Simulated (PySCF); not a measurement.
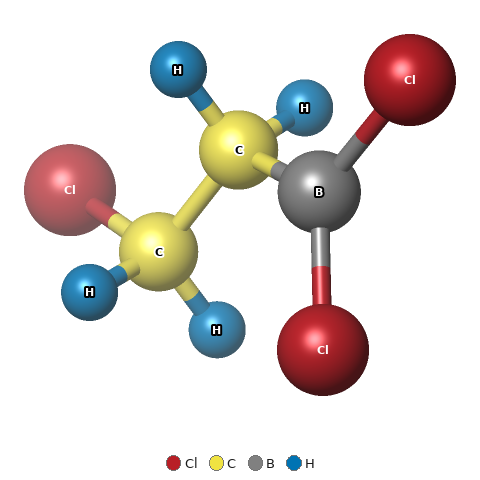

The molecule: C₂H₄BCl₃, SMILES ClCCB(Cl)Cl.

Simulated rotational absorption lines between 18 and 26 GHz at 1.5 K: rigid rotor with the equilibrium constants and dipole of one optimised conformer (PBE0-D3(BJ)/def2-SVP, PySCF 2.14.0), commonest isotopes; no centrifugal distortion, hyperfine structure, internal rotation or nuclear-spin weights; lines within 1 MHz of each other are summed. Lines of different type are drawn apart.

**What are the rotational constants, and what kind of rotor is it?**

Rotational constants A, B, C = 3.091, 0.7610, 0.6154 GHz; Ray's κ = −0.88, an asymmetric top on the prolate side.

**Which dipole components drive the lines?**

|μa|, |μb|, |μc| = 0.75, 0.18, 0.02 D; a-type lines carry 74 % of the intensity in this range.

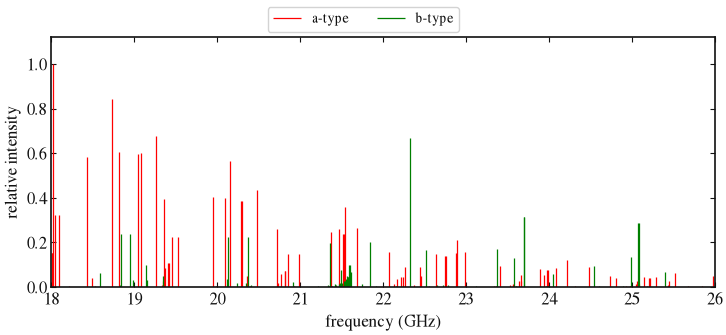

Caveats: coarse grid, loose stop and no frequency check, small forces are noise and the end may be a saddle.
